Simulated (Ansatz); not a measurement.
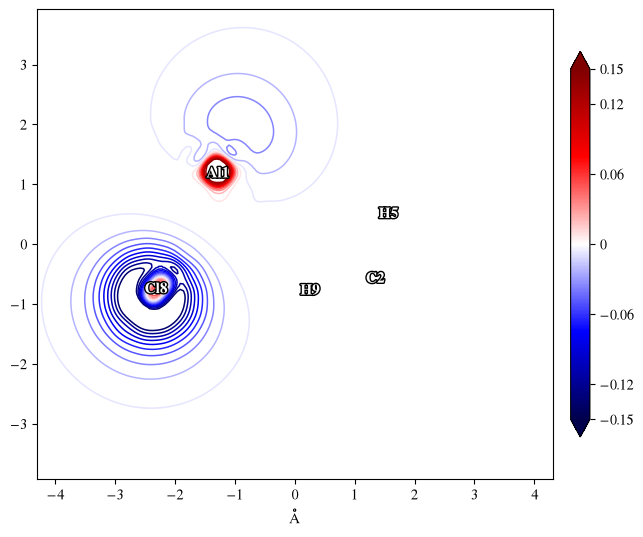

The picture shows: AlClH$_{2}$···CH$_{4}$. The HOMO on the plane of atoms H5, C2 and H9 (values in Å⁻³ᐟ²; the overall sign is arbitrary).

Not at a stationary point (largest force 0.9 eV/Å).

These are results of RKS PBE0-D4/def2-SVPD in Ansatz, not measurements.

```yaml
atoms:
  - { symbol: Al, position_ang: [-0.0593, -0.5000, -0.4619] }
  - { symbol: C, position_ang: [-0.0387, -0.1734, 2.6844] }
  - { symbol: H, position_ang: [-0.9535, -0.0921, 3.2846] }
  - { symbol: H, position_ang: [0.8234, -0.4038, 3.3230] }
  - { symbol: H, position_ang: [0.1427, 0.7823, 2.1664] }
  - { symbol: H, position_ang: [1.4047, 0.0543, -0.6416] }
  - { symbol: H, position_ang: [-1.4025, 0.2990, -0.6650] }
  - { symbol: Cl, position_ang: [-0.2531, -2.6429, -0.0199] }
  - { symbol: H, position_ang: [-0.1660, -1.0117, 1.9742] }
```

Q: What is the character of this orbital?

A: It lies mainly on Cl8 (about 50 %), Al1 (about 20 %), H6 (about 15 %) and H7 (about 15 %). Its energy is −8.53 eV.
